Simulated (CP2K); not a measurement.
# Two attempts at BGe2H6O (SMILES [BH2][GeH][O][GeH3])

Aim: the energy of BGe2H6O at PM6.

The calculation is run with CP2K 2026.2.

7 further runs of the same task are left out: 3 that didn't finish, 4 set aside as unsound or not needed.

**1. Starting point**

BGe2H6O: 10 atoms, total charge 0, spin state doublet. SMILES: `[BH2][GeH][O][GeH3]`. Geometry: a GFN2-xTB relaxation, a rough one for these elements and not checked as a minimum. This is one conformer, not always the lowest.

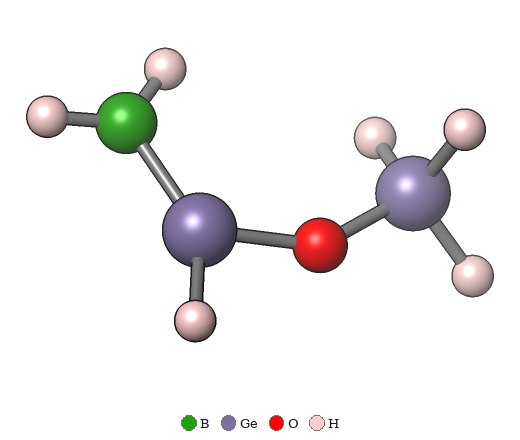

Viewed from a chosen angle; boron green, germanium purple, oxygen red, hydrogen pink.

**2. The input as first written**

molecule.xyz reads:

```xyz
10

B     -1.650960     1.510530     0.558870
Ge    -0.058580     1.406980    -0.527520
O      0.922130    -0.074510    -0.573000
Ge     1.008960    -1.714120    -0.015440
H     -2.253670     2.508520     0.562940
H     -1.933440     0.556640     1.172760
H      0.828580     2.205290    -1.520800
H      0.267720    -2.558240    -1.011720
H      0.393500    -1.827190     1.351610
H      2.475760    -2.013890     0.002280
```

calc.inp reads:

```
&GLOBAL
    PROJECT calc
    RUN_TYPE ENERGY
    PRINT_LEVEL MEDIUM
&END

&FORCE_EVAL
    METHOD Quickstep
    &DFT
        MULTIPLICITY 2
        UKS T
        &QS
            METHOD PM6
            EPS_DEFAULT 1.0E-10
            &SE
                &COULOMB
                    CUTOFF [angstrom] 50
                    RC_RANGE [angstrom] 0
                &END
                &EXCHANGE
                    CUTOFF [angstrom] 50
                    RC_RANGE [angstrom] 0
                &END
            &END
        &END
        &POISSON
            PERIODIC NONE
            POISSON_SOLVER ANALYTIC
        &END
        &SCF
            SCF_GUESS ATOMIC
            EPS_SCF 1.0E-07
            MAX_SCF 100
            &DIAGONALIZATION
                ALGORITHM STANDARD
            &END
            &MIXING
                METHOD DIRECT_P_MIXING
                ALPHA 0.4
            &END
        &PRINT
            &MOMENTS
                PERIODIC F
                REFERENCE COM
                MAX_MOMENT 1
            &END
            &MO ON
                ENERGIES T
                OCCUPATION_NUMBERS T
                NDIGITS 6
                &EACH
                    QS_SCF 0
                &END
                ADD_LAST NUMERIC
            &END
            &HIRSHFELD OFF
            &END
        &END
    &END
    &SUBSYS
        &CELL
            ABC 14.7 15.1 12.9
            PERIODIC NONE
        &END
        &TOPOLOGY
            COORD_FILE_NAME molecule.xyz
            COORD_FILE_FORMAT XYZ
            &CENTER_COORDINATES
            &END
        &END
    &END
&END
```

The run is started by

```console
$ OMP_NUM_THREADS=1 cp2k.psmp calc.inp > calc.out
```

The program printed:

```text
Possible matches for unknown subsection

 MOMENTS

   subsection MOMENTS in section %__ROOT__%FORCE_EVAL%DFT%ENERGY_CORRECTION%PRINT score:  110
   subsection MOMENTS in section %__ROOT__%FORCE_EVAL%DFT%REAL_TIME_PROPAGATION%PRINT score:  110
   subsection MOMENTS in section %__ROOT__%FORCE_EVAL%DFT%PRINT score:  110
   subsection MOMENTS_FT in section %__ROOT__%FORCE_EVAL%DFT%REAL_TIME_PROPAGATION%PRINT score:  107
   enum SILENT in section %__ROOT__%GLOBAL%PRINT for keyword _SECTION_PARAMETERS_ score:  106

 *******************************************************************************
 *   ___                                                                       *
 *  /   \                                                                      *
 * [ABORT]                                                                     *
 *  \___/               unknown subsection MOMENTS of section PRINT            *
 *    |                                                                        *
 *  O/|                                                                        *
 * /| |                                                                        *
 * / \                                               input/input_parsing.F:192 *
 *******************************************************************************

 ===== Routine Calling Stack =====

            6 section_vals_parse
            5 section_vals_parse
            4 section_vals_parse
            3 section_vals_parse
            2 section_vals_parse
            1 read_input
```

Wall time 0.93 s (1 thread of Intel Xeon Platinum 8488C (Sapphire Rapids), shared host); peak memory 0.16 GiB.

**3. What went wrong**

The program refused the input.

The log says `\___/               unknown subsection MOMENTS of section PRINT`. What is wrong: a section of the input isn't closed.

**4. Second attempt**

molecule.xyz is that of step 2.

qs.inp reads:

```
&FORCE_EVAL
  METHOD Quickstep
  &DFT
    MULTIPLICITY 2
    UNRESTRICTED_KOHN_SHAM T
    &QS
      METHOD PM6
      EPS_DEFAULT 1.0E-10
      &SE
        &COULOMB
          CUTOFF [angstrom] 50
          RC_RANGE [angstrom] 0
        &END COULOMB
        &EXCHANGE
          CUTOFF [angstrom] 50
          RC_RANGE [angstrom] 0
        &END EXCHANGE
      &END SE
    &END QS
    &POISSON
      PERIODIC NONE
      POISSON_SOLVER ANALYTIC
    &END POISSON
    &SCF
      SCF_GUESS ATOMIC
      EPS_SCF 1.0E-07
      MAX_SCF 100
      &DIAGONALIZATION
        ALGORITHM STANDARD
      &END DIAGONALIZATION
      &MIXING
        METHOD DIRECT_P_MIXING
        ALPHA 0.4
      &END MIXING
    &END SCF
    &PRINT
      &MOMENTS
        PERIODIC F
        REFERENCE COM
        MAX_MOMENT 1
      &END MOMENTS
      &MO ON
        ENERGIES T
        OCCUPATION_NUMBERS T
        NDIGITS 6
        &EACH
          QS_SCF 0
        &END EACH
        ADD_LAST NUMERIC
      &END MO
      &HIRSHFELD OFF
      &END HIRSHFELD
    &END PRINT
  &END DFT
  &SUBSYS
    &CELL
      ABC 14.7 15.1 12.9
      PERIODIC NONE
    &END CELL
    &TOPOLOGY
      COORD_FILE_NAME molecule.xyz
      COORD_FILE_FORMAT XYZ
      &CENTER_COORDINATES
      &END CENTER_COORDINATES
    &END TOPOLOGY
  &END SUBSYS
&END FORCE_EVAL

&GLOBAL
  PROJECT qs
  RUN_TYPE ENERGY
  PRINT_LEVEL MEDIUM
&END GLOBAL
```

The run is started by

```console
$ OMP_NUM_THREADS=1 cp2k.psmp qs.inp > qs.out
```

The program printed:

```text
CP2K| version string:                                       CP2K version 2026.2
[...]
 GLOBAL| Method name                                                        CP2K
[...]
 GLOBAL| Run type                                                         ENERGY
[...]
                             - Atoms:                                         10
[...]
                             - Spherical basis functions:                     22
[...]
 Number of electrons:                                                         12
[...]
     1 P_Mix/Diag. 0.40E+00    0.0     0.40867373       -16.7704843064 -1.68E+01
[...]
    24 DIIS/Diag.  0.43E-07    0.0     0.00000008       -21.6504183436 -9.24E-14
  *** SCF run converged in    24 steps ***
  Core-core repulsion energy [eV]:                           1091.01219316376955
  Core Hamiltonian energy [eV]:                              -929.54656249276798
  Two-electron integral energy [eV]:                        -1501.20694974825187
  Electronic energy [eV]:                                   -1680.15003736689368
  Total energy [eV]:                                         -589.13784420312447
  Atomic reference energy [eV]:                               587.27639128311364
  Heat of formation [kcal/mol]:                               -42.92612749976565
[...]
 SE_DIPOLE| Moment [Debye]         -0.14697987       0.78733982      -0.06946601
 SE_DIPOLE| Derivative [a.u.]       0.00000000       0.00000000       0.00000000
 ENERGY| Total FORCE_EVAL ( QS ) energy [hartree]            -21.650418343614593
[...]
```

Run time: 0.92 s. Hardware: 1 thread of Intel Xeon Platinum 8488C (Sapphire Rapids), shared host; peak memory 0.18 GiB.

**5. Outcome**

At PM6:

| quantity | value |
| --- | --- |
| total energy | -21.65042 Eh |
| dipole moment | 0.80 D |
| HOMO energy (highest over α and β) | -7.19 eV |
| heat of formation | -42.9 kcal/mol |
